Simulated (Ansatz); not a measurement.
## TiPH3Cl4: frequency calculation

The run: frequency calculation of TiPH3Cl4. Method and program: RHF/def2-SVP (Ansatz 0.2.0).

It belongs to a series of runs on one base structure; here: vibrations at the highest image of the band. Figures and captions count atoms from 1; the log counts them from 0 in places.

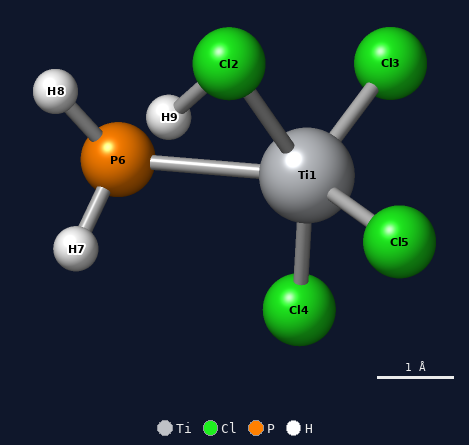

Figure 1. The structure as given in the input (ball-and-stick view, seen at a tilt; atoms are numbered from 1 in the order of the input). Sticks mark near contacts. Bond lengths as drawn: Cl–H 1.51 Å, Cl–Ti 2.16 to 2.51 Å, H–P 1.41 Å and P–Ti 2.68 Å.

Input file
```yaml
crystal:
  periodic: [false, false, false]
  atoms:
    - { symbol: Ti, position_ang: [-0.297586, -0.192796, -0.056358] }
    - { symbol: Cl, position_ang: [-0.228904, -1.529274, 2.071019] }
    - { symbol: Cl, position_ang: [1.282308, 1.222883, 0.366015] }
    - { symbol: Cl, position_ang: [-1.435256, 0.652177, -1.748002] }
    - { symbol: Cl, position_ang: [0.48228, -1.966014, -1.09711] }
    - { symbol: P, position_ang: [-2.432317, 0.791999, 1.229718] }
    - { symbol: H, position_ang: [-3.455481, 0.01757, 0.649265] }
    - { symbol: H, position_ang: [-2.603757, 0.336658, 2.556881] }
    - { symbol: H, position_ang: [-1.39479, -0.645303, 1.677971] }
basis:
  gaussian: { orbitals: def2-SVP }
hamiltonian:
  xc: hf
phonons: {}
```

Launched with:
```bash
ansatz run input.yaml --threads 4 --pin off --max-ram 5120MiB --backend cpu --events-out ev --progress --plain --runs-dir out
```

What the program printed
```
Engine: ansatz 0.2.0, aarch64-unknown-linux-gnu
Functional definition: HF
  exchange = exact_x
  correlation = 0
1430 factors; integrals over basis functions are off by at most 3.1e-4 eV
mean field evaluation 1: about -82393.5143 eV, gradient 4.6e1 eV
mean field evaluation 2: about -82393.6629 eV, gradient 4.6e1 eV
mean field evaluation 4: about -82401.1867 eV, gradient 1.4e1 eV
mean field evaluation 8: about -82401.7938 eV, gradient 4.4e-1 eV
mean field evaluation 16: about -82391.4716 eV, gradient 2.0e1 eV
mean field -82401.79658297 eV, -3028.2101704805 hartree, gradient 5.1e-5 eV, S^2 0.000000; 1 other end points of the search recorded, 0 dependent functions left out
the calculation of the forces begins
reference -82401.79658297 eV, -3028.2101704805 hartree; 54, 54 occupied and 82, 82 virtual orbitals, 1430 factors
these checks for a lower state are left out or cut short: stability, starts, cluster_reference, orbital_swaps, neighbouring_geometries, increment
1430 factors; integrals over basis functions are off by at most 3.1e-4 eV
mean field -82401.79650849 eV, -3028.2101677433 hartree, gradient 2.2e-6 eV, S^2 0.000000; 0 other end points of the search recorded, 0 dependent functions left out
[... from here on the field's lines of each further geometry are left out, up to the last ...]
the calculation of the forces begins
reference -82401.79659255 eV, -3028.2101708323 hartree; 54, 54 occupied and 82, 82 virtual orbitals, 1430 factors
these checks for a lower state are left out or cut short: stability, starts, cluster_reference, orbital_swaps, neighbouring_geometries, increment
1430 factors; integrals over basis functions are off by at most 3.1e-4 eV
mean field -82401.79656903 eV, -3028.2101699681 hartree, gradient 2.2e-6 eV, S^2 0.000000; 0 other end points of the search recorded, 0 dependent functions left out
the calculation of the forces begins
reference -82401.79656903 eV, -3028.2101699681 hartree; 54, 54 occupied and 82, 82 virtual orbitals, 1430 factors
WARN: phonons: modes at or below zero, which the zero-point energy, F, S and C_V leave out: 1, the lowest at -1335.05 cm⁻¹. A minimum has none, and a first-order saddle one
Total energy: -82401.79658297 eV, -3028.2101704805 hartree
Atom 0 at    -0.297586    -0.192796    -0.056358 Å, force    -0.002132     0.004246    -0.001475 eV/Å
Atom 1 at    -0.228904    -1.529274     2.071019 Å, force    -0.004057    -0.001339    -0.003117 eV/Å
Atom 2 at     1.282308     1.222883     0.366015 Å, force    -0.000688     0.000161     0.000194 eV/Å
Atom 3 at    -1.435256     0.652177    -1.748002 Å, force     0.000963    -0.002825     0.001554 eV/Å
Atom 4 at     0.482280    -1.966014    -1.097110 Å, force     0.003686    -0.001921    -0.002025 eV/Å
Atom 5 at    -2.432317     0.791999     1.229718 Å, force    -0.002734     0.002428    -0.000350 eV/Å
Atom 6 at    -3.455481     0.017570     0.649265 Å, force     0.001131     0.000402     0.001454 eV/Å
Atom 7 at    -2.603757     0.336658     2.556881 Å, force     0.000401     0.001459    -0.000930 eV/Å
Atom 8 at    -1.394790    -0.645303     1.677971 Å, force     0.003430    -0.002611     0.004695 eV/Å
Dipole moment:    -0.412027    -0.047674     0.416537 e Å
Vibrations: -1335.05 13.44 106.25 128.51 150.88 166.86 179.23 221.61 254.74 263.60 321.90 431.96 451.13 489.42 511.55 724.91 935.24 1175.70 1200.34 2534.89 2573.16 cm⁻¹, zero-point energy 0.795690 eV
```

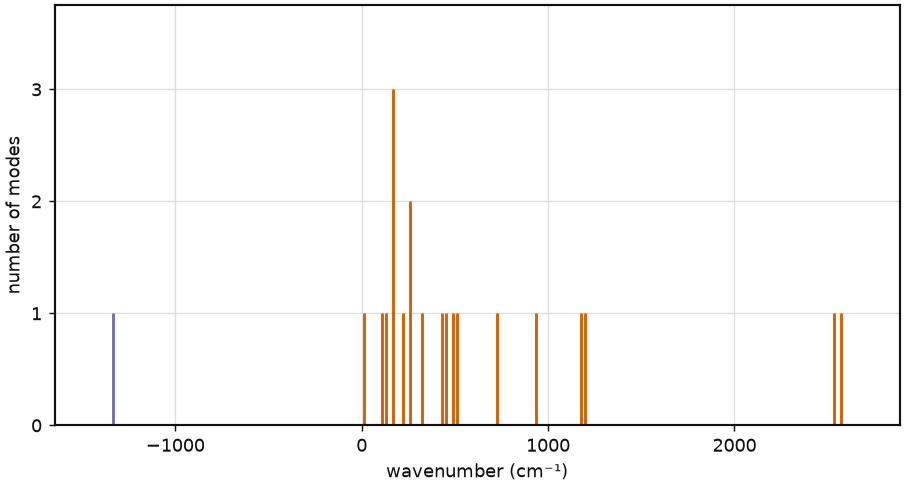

Figure 2. Harmonic vibrational wavenumbers from the force constants; neighbouring modes closer than 18 cm⁻¹ are counted in one stick, and imaginary ones are drawn at negative wavenumbers. 21 modes from 1335i to 2573 cm⁻¹, 1 imaginary beyond 8i (1335i cm⁻¹): a first-order saddle point, if the geometry is stationary.

Key numbers

```tsv
quantity	value
outcome	converged
total energy	−82401.7966 eV
mean-field energy	−82401.7966 eV
largest force (length of the vector)	0.006 eV/Å
hardware	4 threads of Arm Neoverse V2, 24 GiB of memory available, shared host
wall time	88 s (CPU time 5.4 min)
peak memory	0.41 GiB
```
